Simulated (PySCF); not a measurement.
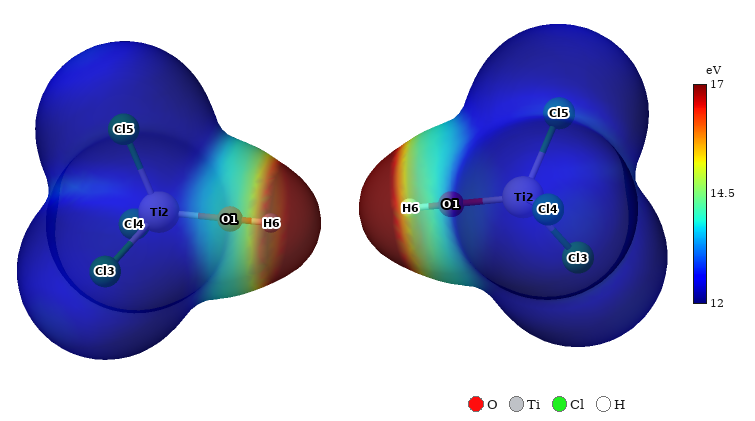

Figure. Cl3HOTi, SMILES `O[Ti](Cl)(Cl)Cl`. Average local ionisation energy on the surface of electron density 0.001 a.u. (back view left, front view right).

Computed with PySCF, CAM-B3LYP/def2-SVP, geometry: GFN2-xTB. This is a single-reference result, which may miss multireference character in this system. No frequency check shows the geometry to be a minimum. GFN2-xTB bond lengths at metals and heavier atoms can be off by up to 0.1 Å and shapes distorted, which carries into these values.

Input

```python
import numpy as np
from pyscf import gto, scf, dft
from pyscf.scf import atom_ks, atom_hf
from scipy.linalg import block_diag

def solve(mol, dm0=None, hcore=None):
    mf = (dft.UKS if mol.spin else dft.RKS)(mol, xc='camb3lyp')
    mf.grids.level = 3
    mf = mf.density_fit(auxbasis='def2-universal-jkfit')
    mf.conv_tol, mf.max_cycle = 1e-8, 80
    if hcore is not None:
        mf.get_hcore = lambda *args: hcore
    mf.kernel(dm0)
    if not mf.converged:
        mf = mf.newton().run(mf.mo_coeff, mf.mo_occ, max_cycle=30)
    assert mf.converged, 'SCF not converged'
    return mf

mol = gto.M(atom='''
O     -0.00451    -0.00134    -2.02598
Ti    -0.00039     0.00004    -0.35924
Cl     0.73045     1.78820     0.52974
Cl     1.18492    -1.52541     0.53023
Cl    -1.91230    -0.26214     0.53394
H     -0.00765    -0.00139    -2.98531
''', basis='def2-svp', charge=0, spin=0, verbose=4)
mf = solve(mol)
mf.analyze()
# spherically averaged free atoms, for the promolecule
atm = atom_ks.get_atm_nrks(mol, xc='camb3lyp')
pro = block_diag(*[(atm[a[0]][2] * atm[a[0]][3]) @ atm[a[0]][2].T for a in mol._atom])
np.savez('result.npz', e=mf.e_tot, c=mf.mo_coeff, occ=mf.mo_occ, eps=mf.mo_energy, pro=pro, dip=mf.dip_moment(verbose=0), s2=mf.spin_square()[0])
```

Launched as:

```sh
OMP_NUM_THREADS=1 python input.py
```

The run took 18 s on 1 thread of Arm Neoverse V1, with other jobs on the host, peak memory 0.46 GiB.

Partitions, critical points and surface values were worked out afterwards from this run's density.

Locate the minima of the map.

Answer. The lowest value is 12.1 eV, 2.0 Å from Cl4, and at like points elsewhere. Further minima include 12.1 eV, 2.0 Å from Cl4, and at like points elsewhere. For comparison, the highest occupied orbital lies at −10.0 eV.
